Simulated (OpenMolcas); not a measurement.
**triplet InSiNH6: levels of theory compared**

We compute a comparison of 6 runs (UB3LYP/def2-SVP, UBLYP/def2-SVP, UPBE/def2-SVP, UPBE0/def2-SVP, USVWN5/def2-SVP, ROMP2/def2-SVP) of triplet InSiNH6. 

The results are computed with OpenMolcas 26.06.

### Step 1. The molecule

InSiNH6: 9 atoms, total charge 0, spin state triplet. As SMILES of the parent species, `N[SiH2][InH2]`. The coordinates come from a PBE0-D4/def2-TZVP relaxation. This is one conformer, not always the lowest. That shape belongs to the parent species and isn't relaxed for this state.

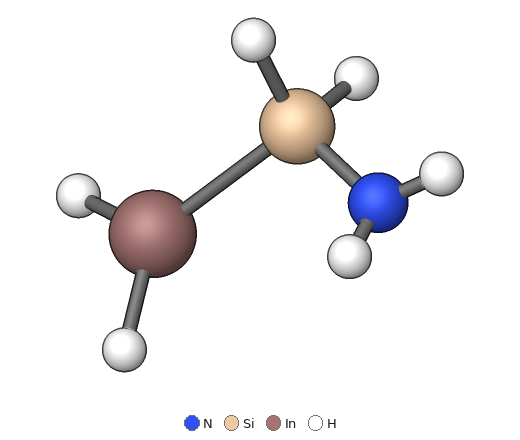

Viewed from a chosen angle; nitrogen blue, silicon light orange, indium brown, hydrogen white.

### Step 2. A single-point energy at UB3LYP/def2-SVP (core potential) (run 1)

Contents of input.xyz:

```xyz
9

N     -0.891500     0.591400    -1.336400
Si     0.373800     0.744000    -0.168700
In     0.267200    -1.255400     1.446100
H     -1.095600    -0.314200    -1.726600
H     -1.035700     1.316000    -2.022500
H      0.170000     2.036500     0.545200
H      1.758900     0.832100    -0.740700
H     -0.551200    -2.716800     0.991900
H      1.004100    -1.233700     3.011600
```

Contents of mol.input:

```
* H6InNSi Kohn-Sham DFT
>>> EXPORT MOLCAS_PRINT=2

&GATEWAY
  BasLib
  $CurrDir
  Coord
  input.xyz
  Basis
  def2-SVP
  Group
  NoSym

&SEWARD
  GridInput
  Grid=UltraFine
  End of Grid

&SCF
  UHF
  Spin
  3
  KSDFT
  B3LYP
  Thresholds
  1e-10 1e-07 1e-07 1e-05
  PrOrbitals
  1
```

The basis set def2-SVP is read from a file made from the Basis Set Exchange's data (not shown).

On the command line:

```sh
$ export MOLCAS_MEM=1860
$ pymolcas mol.input > mol.log
```

Output:

```text
--- Start Module: gateway ---
[...]
--- Stop Module: gateway /rc=_RC_ALL_IS_WELL_ ---
--- Start Module: seward ---
[...]
      Basis functions           88
--- Stop Module: seward /rc=_RC_ALL_IS_WELL_ ---
[...]
--- Start Module: scf ---
[...]
       Convergence after  23 Iterations
[...]
::    Total KS-DFT energy                            -537.8005056047
[...]
      Total spin, S                                     1.0009253747
[...]
      Total electronic charge=   48.000000
      Total            charge=   -0.000000
[...]
      Dipole Moment (debye):
      Origin of the operator (angstrom)=    0.1776   -0.7073    0.8764
                   X= -3.1515E-01               Y=  2.4244E+00               Z= -3.9124E+00           Total=  4.6134E+00
      Quadrupole Moment (debye*angstrom):
[...]
--- Stop Module: scf /rc=_RC_ALL_IS_WELL_ ---
[...]
```

Run time: 69 s. Hardware: 1 thread of AMD EPYC 7R43 (Zen 3), shared host; peak memory 0.48 GiB.

### Step 3. The energy at UBLYP/def2-SVP (core potential) (run 2)

Contents of struct.xyz:

```xyz
9

N     -0.891500     0.591400    -1.336400
Si     0.373800     0.744000    -0.168700
In     0.267200    -1.255400     1.446100
H     -1.095600    -0.314200    -1.726600
H     -1.035700     1.316000    -2.022500
H      0.170000     2.036500     0.545200
H      1.758900     0.832100    -0.740700
H     -0.551200    -2.716800     0.991900
H      1.004100    -1.233700     3.011600
```

Contents of calc.input:

```
&GATEWAY
BasLib
$CurrDir
Coord
struct.xyz
Basis
def2-SVP
Group
NoSym
&SEWARD
GridInput
Grid=UltraFine
End of Grid
&SCF
UHF
Spin
3
KSDFT
BLYP
Thresholds
1e-10 1e-07 1e-07 1e-05
PrOrbitals
0
```

The basis set def2-SVP is read from a file made from the Basis Set Exchange's data (not shown).

On the command line:

```sh
$ export MOLCAS_MEM=1860
$ pymolcas calc.input > calc.log
```

Output:

```text
--- Start Module: gateway ---
[...]
--- Stop Module: gateway /rc=_RC_ALL_IS_WELL_ ---
--- Start Module: seward ---
[...]
      Basis functions           88
--- Stop Module: seward /rc=_RC_ALL_IS_WELL_ ---
[...]
--- Start Module: scf ---
[...]
       Convergence after  32 Iterations
[...]
::    Total KS-DFT energy                            -537.6277270291
[...]
      Total spin, S                                     1.0005923301
[...]
      Total electronic charge=   48.000000
      Total            charge=   -0.000000
[...]
      Dipole Moment (debye):
      Origin of the operator (angstrom)=    0.1776   -0.7073    0.8764
                   X= -4.9079E-01               Y=  2.4953E+00               Z= -4.1664E+00           Total=  4.8812E+00
      Quadrupole Moment (debye*angstrom):
[...]
--- Stop Module: scf /rc=_RC_ALL_IS_WELL_ ---
[...]
```

Run time: 84 s. Hardware: 1 thread of AMD EPYC 7R43 (Zen 3), shared host; peak memory 0.48 GiB.

Runs 3 to 4 aren't shown in full; the table further down has their settings and results.

### Step 4. A single-point energy at USVWN5/def2-SVP (core potential) (run 5)

Contents of test.inp:

```
&GATEWAY
  BasLib=$CurrDir
  Coord
  9
  angstrom
  N       -0.891500       0.591400      -1.336400
  Si       0.373800       0.744000      -0.168700
  In       0.267200      -1.255400       1.446100
  H       -1.095600      -0.314200      -1.726600
  H       -1.035700       1.316000      -2.022500
  H        0.170000       2.036500       0.545200
  H        1.758900       0.832100      -0.740700
  H       -0.551200      -2.716800       0.991900
  H        1.004100      -1.233700       3.011600
  Basis=def2-SVP
  Group=NoSym

&SEWARD
  GridInput
  Grid=UltraFine
  End of Grid

&SCF
  UHF
  Spin=3
  KSDFT=SVWN5
  Thresholds=1e-10 1e-07 1e-07 1e-05
  PrOrbitals=1 1
```

The basis set def2-SVP is read from a file made from the Basis Set Exchange's data (not shown).

On the command line:

```sh
$ export MOLCAS_MEM=1860
$ pymolcas test.inp > test.log
```

Output:

```text
--- Start Module: gateway ---
[...]
--- Stop Module: gateway /rc=_RC_ALL_IS_WELL_ ---
--- Start Module: seward ---
[...]
      Basis functions           88
--- Stop Module: seward /rc=_RC_ALL_IS_WELL_ ---
[...]
--- Start Module: scf ---
[...]
       Convergence after  37 Iterations
[...]
::    Total KS-DFT energy                            -535.7475803625
[...]
      Total spin, S                                     1.0004220874
[...]
      Total electronic charge=   48.000000
      Total            charge=   -0.000000
[...]
      Dipole Moment (debye):
      Origin of the operator (angstrom)=    0.1776   -0.7073    0.8764
                   X= -4.9358E-01               Y=  2.4612E+00               Z= -4.2064E+00           Total=  4.8984E+00
      Quadrupole Moment (debye*angstrom):
[...]
--- Stop Module: scf /rc=_RC_ALL_IS_WELL_ ---
[...]
```

Wall time 66 s (1 thread of AMD EPYC 7R43 (Zen 3), shared host); peak memory 0.48 GiB.

### Step 5. The energy at ROMP2/def2-SVP (core potential) (run 6)

Contents of test.inp:

```
&gateway
 baslib=$CurrDir
 basisset
 N.def2-SVP....
 N1 -0.891500 0.591400 -1.336400 angstrom
 End of Basis
 basisset
 Si.def2-SVP....
 Si2 0.373800 0.744000 -0.168700 angstrom
 End of Basis
 basisset
 In.def2-SVP....
 In3 0.267200 -1.255400 1.446100 angstrom
 End of Basis
 basisset
 H.def2-SVP....
 H4 -1.095600 -0.314200 -1.726600 angstrom
 H5 -1.035700 1.316000 -2.022500 angstrom
 H6 0.170000 2.036500 0.545200 angstrom
 H7 1.758900 0.832100 -0.740700 angstrom
 H8 -0.551200 -2.716800 0.991900 angstrom
 H9 1.004100 -1.233700 3.011600 angstrom
 End of Basis

&seward

&scf
 uhf
 spin=3
 thresholds=1e-10 1e-07 1e-07 1e-05
 prorbitals=0

&rasscf
 fileorb=$Project.UnaOrb
 spin=3
 nactel=2 0 0
 inactive=23
 ras2=2
 outorbitals=Canonical
 orblisting=NoCore

&caspt2
 ipea=0.0
 frozen=10
```

The basis set def2-SVP is read from a file made from the Basis Set Exchange's data (not shown).

On the command line:

```sh
$ export MOLCAS_MEM=1860
$ pymolcas test.inp > test.log
```

Output:

```text
--- Start Module: gateway ---
[...]
--- Stop Module: gateway /rc=_RC_ALL_IS_WELL_ ---
[...]
      Basis functions           88
[...]
       Convergence after  71 Iterations
[...]
::    Total SCF energy                               -535.8116422016
[...]
      Total spin, S                                     1.0030882473
[...]
--- Start Module: rasscf ---
[...]
      Number of active orbitals                  2
[...]
      Spin quantum number                      1.0
[...]
      Active orbitals                            2
[...]
      Number of CSFs                             1
[...]
      Number of root(s) required                 1
[...]
      Convergence after  9 iterations
[...]
      printout of CI-coefficients larger than  0.05 for root  1
      energy=    -535.808848
      conf/sym  11     Coeff  Weight
             1  uu   1.00000 1.00000
      Natural orbitals and occupation numbers for root  1
      sym 1:   1.000000   1.000000
      ************************************************************************************************************************
      *                                                    Final results                                                     *
[...]
::    RASSCF root number  1 Total energy:   -535.80884839
[...]
      Total electronic charge=   48.000000
      Total            charge=   -0.000000
[...]
      Dipole Moment (debye):
      Origin of the operator (angstrom)=    0.1776   -0.7073    0.8764
                   X= -3.9776E-03               Y=  2.8068E+00               Z= -3.8551E+00           Total=  4.7686E+00
      Quadrupole Moment (debye*angstrom):
[...]
--- Stop Module: rasscf /rc=_RC_ALL_IS_WELL_ ---
[...]
      E2 (Variational):          -0.3666406500
      Total energy:            -536.1754890450
[...]
      Reference weight:           0.86784
[...]
::    CASPT2 Root  1     Total energy:   -536.17548904
[...]
```

Wall time 45 s (1 thread of AMD EPYC 7R43 (Zen 3), shared host); peak memory 0.48 GiB.

### Step 6. Overview of the runs

```csv
run,level,integration grid,frozen core orbitals,energy (Eh),dipole moment (D),HOMO energy (eV),⟨S²⟩,wall time
1,UB3LYP/def2-SVP (core potential),UltraFine,–,-537.800506,4.61,-3.42,2.003,69 s
2,UBLYP/def2-SVP (core potential),UltraFine,–,-537.627727,4.88,-2.59,2.002,84 s
3,UPBE/def2-SVP (core potential),UltraFine,–,-537.486526,4.78,-2.86,2.002,84 s
4,UPBE0/def2-SVP (core potential),UltraFine,–,-537.519925,4.49,-3.71,2.003,71 s
5,USVWN5/def2-SVP (core potential),UltraFine,–,-535.747580,4.90,-2.89,2.001,66 s
6,ROMP2/def2-SVP (core potential),–,10,-536.175489,–,–,–,45 s
```

### Step 7. Summary of results

| quantity | value |
| --- | --- |
| run 6: total energy | -536.17549 Eh |

What this shows: Over runs 1, 2, 3, 4, 5 the dipole moment (its size) runs from 4.49 D (UPBE0/def2-SVP) to 4.90 D (USVWN5/def2-SVP). Totals of different functionals can't be ranked against each other. All runs together took 7 min, the longest 84 s.
